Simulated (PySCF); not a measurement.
# ClF4Si, charge −1, SMILES `[Cl-].F[Si](F)(F)F`: electronic structure

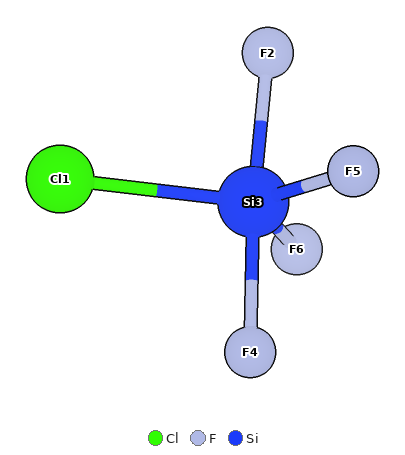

The molecule, with its atoms numbered as below. The pair's geometry is semi-empirical, so its contact may be too short or too long.

Coordinates in Å:

```
Cl1     -1.7783    0.0008   -0.0019
F2       0.3672    1.6560    0.0000
Si3      0.3043   -0.0001   -0.0002
F4       0.3647   -1.6562    0.0001
F5       1.0732   -0.0005    1.4375
F6       1.0805   -0.0007   -1.4337
```

## 1. Bonding charge

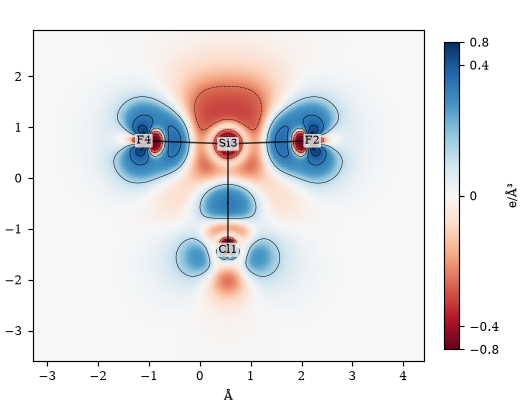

Deformation density (molecule less spherical, spin-averaged free atoms) in the plane of Cl1, F2, Si3 and F4; colour scale in e/Å³, logarithmic beyond ±0.1; blue: gain, red: loss.

PySCF calculation, B3LYP/def2-SVPD, gas phase; geometry: GFN2-xTB.

Describe the bonding that the map shows.

Answer. Cl1–Si3: +0.03 e/Å³ at the bond critical point (bond length 2.08 Å); up to 0.6 Å beside the axis the gain reaches +0.20 e/Å³. Si3–F4 and F2–Si3: −0.01 e/Å³ at the bond critical point (bond length 1.66 Å); up to 0.6 Å beside the axis the gain reaches +0.27 e/Å³. In all, 1.9 electrons gather in the regions of gain relative to the promolecule of neutral atoms (this includes the anion's extra charge). A small or negative value marks a very polar bond, one between electron-rich atoms, whose free-atom densities already overlap strongly, a long bond to a heavier atom, or a closed-shell contact such as a hydrogen bond.

Where do the Hirshfeld charges lie?

Answer. The highest Hirshfeld charge is on Si3 (+0.44 e), the lowest on F2 and F4 (−0.31 e).

```
atom  charge (e)
 Cl1       −0.26
  F2       −0.31
 Si3       +0.44
  F4       −0.31
  F5       −0.28
  F6       −0.28
```

## 2. Bond critical points

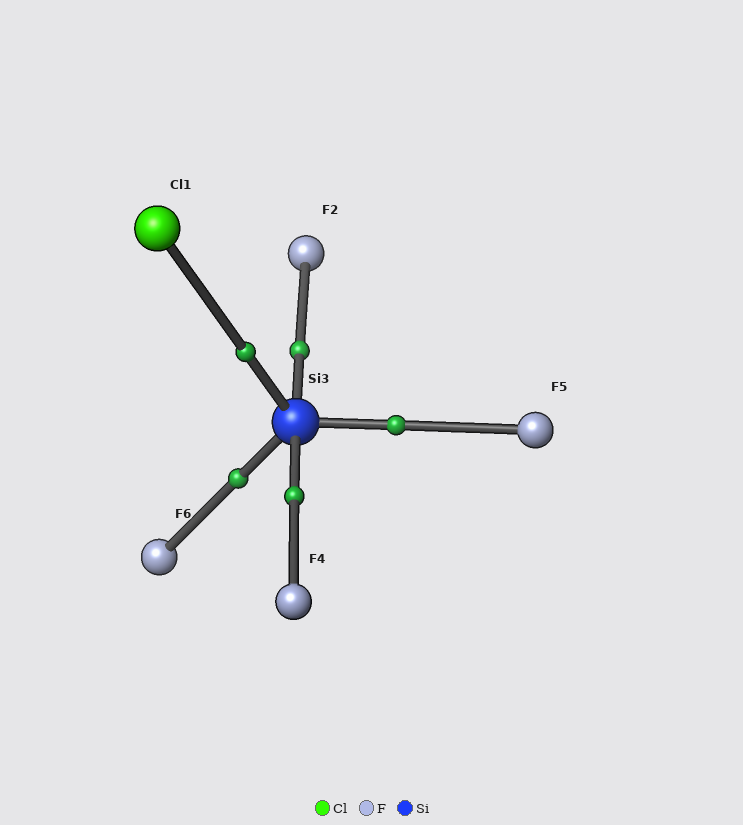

Molecular graph of the electron density (QTAIM): bond paths, bond critical points (green), ring points (magenta, if any); weak paths are dashed.

How many critical points of each kind are there, and does the count close?

Answer. 6 nuclei, 5 bond, 0 ring and 0 cage critical points: 6 − 5 + 0 − 0 = 1, as the Poincaré–Hopf relation requires.

What does the calculation give at each kind of bond critical point?

Answer.
| bond | length (Å) | ρ (a.u.) | ∇²ρ (a.u.) | ε | H (a.u.) |
| --- | --- | --- | --- | --- | --- |
| Si3–F6 (2 alike) | 1.630 | 0.115 | +0.98 | 0.01 | −0.006 |
| Si3–F4 (2 alike) | 1.657 | 0.110 | +0.86 | 0.01 | −0.011 |
| Cl1–Si3 | 2.083 | 0.089 | +0.25 | 0.07 | −0.041 |

What kind of interaction is Si3–F4?

Answer. Polar or intermediate (positive Laplacian, negative energy density H): ρ = 0.110, ∇²ρ = +0.86, H = −0.011 a.u.

## 3. Local ionisation energy

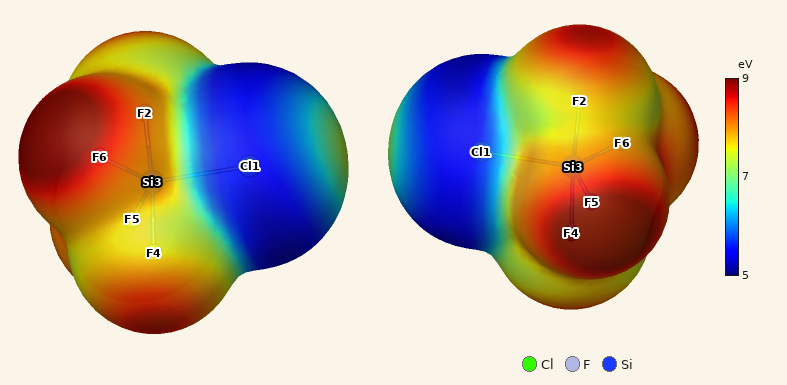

Average local ionisation energy on the surface of electron density 0.001 a.u. (back view left, front view right).

Locate the minima of the map.

Answer. The lowest value is 5.2 eV, 2.1 Å from Cl1, and at like points elsewhere. Further minima include 7.4 eV, 1.7 Å from F2, and at like points elsewhere. For comparison, the highest occupied orbital lies at −4.0 eV.

What volume does the surface enclose?

Answer. About 107 Å³.
